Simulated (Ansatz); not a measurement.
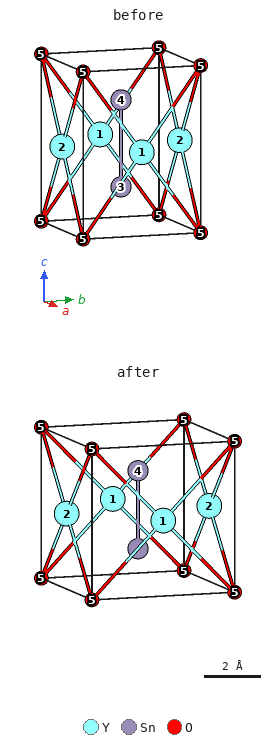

The structure of solid Y$_{2}$Sn$_{2}$O (a generated structure, set up in P4/mmm) (coarse preliminary run) before (top) and after (bottom) a relaxation, at one scale.

The picture is a ball-and-stick view of the cell of the calculation, seen slightly off an axis.

Level of theory: DFT PBE, scalar-relativistic, plane waves, PAW in Ansatz.

Input
```yaml
crystal:
  lattice:
    - [4.49877827, 0.0, 0.0]
    - [0.0, 4.49877827, 0.0]
    - [0.0, 0.0, 6.10246027]
  atoms:
    - { symbol: "Y", position: [0.0, 0.5, 0.5] }
    - { symbol: "Y", position: [0.5, 0.0, 0.5] }
    - { symbol: Sn, position: [0.5, 0.5, 0.23999999] }
    - { symbol: Sn, position: [0.5, 0.5, 0.76000001] }
    - { symbol: O, position: [0.0, 0.0, 0.0] }
basis:
  ecutwfc: 420
kpoints:
  mp_grid: { grid: [4, 4, 4] }
hamiltonian:
  xc: pbe
scf:
  occupations: { method: gaussian, width: 0.1 }
  lower_state_search: "off"
output:
  forces: true
  stress: true
  eigenvalues: true
relax:
  adjacent_minimum: "off"
  f_tol: 0.04
  max_steps: 70
  cell: { stress_tol: 0.4 }
```

Command:
```bash
ansatz run input.yaml --threads 1 --pin off --max-ram 2048MiB --backend cpu --events-out ev --progress --plain --runs-dir out
```

**Describe what moved and what it gained.**

The energy falls by 3.274 eV per cell of the calculation in 9 accepted moves (11 points after the start). Largest force component: 5 eV/Å at the start, 0.0086 eV/Å at the end. The pressure goes from 18.76 to 0.02 GPa. The SCF was repeated twice at an unchanged geometry on a basis and grid sized afresh for the cell, which shifted the energy by 0.219 eV per cell of the calculation at most. The largest moves relative to the cell, 0.009 Å, are those of Sn3 and Sn4. Sn4 goes along −c. O and Y stay in place. The volume changes by +32.8 %, with a = b 4.499 → 5.457 Å (+21.3 %), c 6.102 → 5.508 Å (−9.7 %). Some distances before and after: Y1–Y2 3.181 → 3.859 Å, Sn3–Sn4 3.173 → 2.846 Å, Y1–Sn3 2.753 → 3.077 Å, Sn3–Sn4 (another image) 2.929 → 2.663 Å. The space group stays P4/mmm (No. 123). The run took 56 s on 1 thread of Arm Neoverse V2, with other jobs on the host, peak memory 0.44 GiB.
